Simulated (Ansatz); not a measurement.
**CH2SSi (SMILES [SiH]#CS): Born-Oppenheimer dynamics**

Aim: follow the atoms for 40 steps of 0.25 fs at constant energy, with velocities drawn for 1000 K.

The runs use Ansatz 0.2.0, Gaussian basis; BHLYP-D4/STO-3G.

1 further run of the same task is left out (it didn't finish).

### Step 1. The starting structure

5 atoms, charge 0, spin multiplicity 1.

Atoms are counted from 1 here; the program's logs count them from 0.

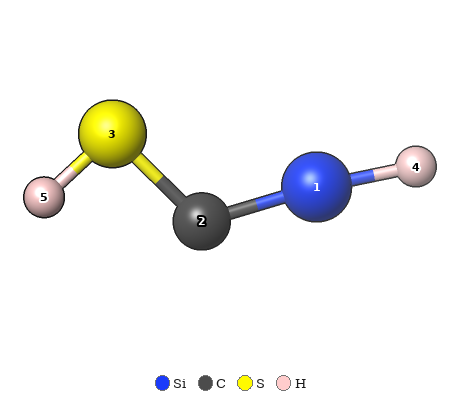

Start geometry, drawn with silicon blue, carbon dark grey, sulfur yellow, hydrogen pink; atoms are numbered from 1 in the order of the file.

As a file:

```xyz
5
charge 0, multiplicity 1
Si   -1.3079    0.0010   -0.5386
C     0.0824    0.5170    0.3306
S     1.5397   -0.5195    0.3395
H    -2.5421   -0.3296   -1.2324
H     2.2279    0.3311    1.1009
```

### Step 2. The run

md/in.yaml

```yaml
crystal:
  periodic: [false, false, false]
  atoms:
    - {symbol: Si, position_ang: [-1.307900, 0.001020, -0.538620]}
    - {symbol: C, position_ang: [0.082440, 0.516990, 0.330610]}
    - {symbol: S, position_ang: [1.539660, -0.519530, 0.339460]}
    - {symbol: H, position_ang: [-2.542050, -0.329570, -1.232390]}
    - {symbol: H, position_ang: [2.227850, 0.331080, 1.100940]}
basis:
  gaussian: {orbitals: STO-3G}
hamiltonian: {xc: {name: BHLYP}, dispersion: d4}
md: {n_steps: 40, timestep: 0.25, temperature: 1000, ensemble: nve, seed: 983, initial_velocities: maxwell_boltzmann}
```

The run is started by

```bash
ansatz run in.yaml --threads 2 --pin off --events-out ev --progress --plain --max-ram 3481MiB
```

Before running it: what results should come out? Wanted: temperature at the start; mean temperature, second half; lowest and highest potential energy, from the first frame; largest change of potential + kinetic.

As calculated:

| quantity | value |
| --- | --- |
| length | 40 steps, 10.0 fs |
| temperature at the start | 1000 K |
| mean temperature, second half | 1884 K |
| lowest and highest potential energy, from the first frame | -489 and 0 meV |
| largest change of potential + kinetic | 0.4 meV |

The system runs downhill by 0.49 eV, and that energy turns into motion. With no thermostat the total energy should stay fixed; it holds within 0.4 meV, small beside the kinetic energy, so the time step serves. With 5 atoms the instant temperature spans 1000 to 2259 K. The molecule keeps its bonds.
